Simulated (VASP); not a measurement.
Band structure of SrVO₃ (space group Pm-3m). All values below come from PBEsol GGA, VASP's PBE PAW potentials (set 64) (plane waves; VASP).

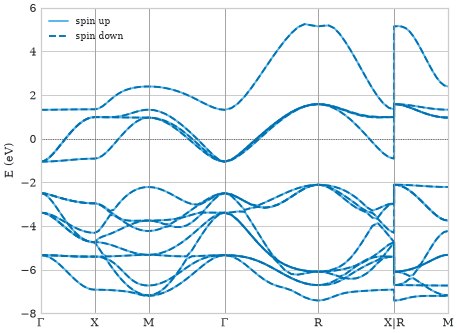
Fig. 1. Bands along high-symmetry lines, zero at the valence-band maximum or, without a gap, the Fermi level

Problem. Read the plot: is there a gap, and where are the band edges?

Solution. It has no gap at this level: it comes out as a metal or semimetal. (Edges off the drawn lines would not show.)

The structure comes from a measured SrVO3 entry (Pm-3m) of the Crystallography Open Database, whose conditions weren't checked. It was relaxed first.
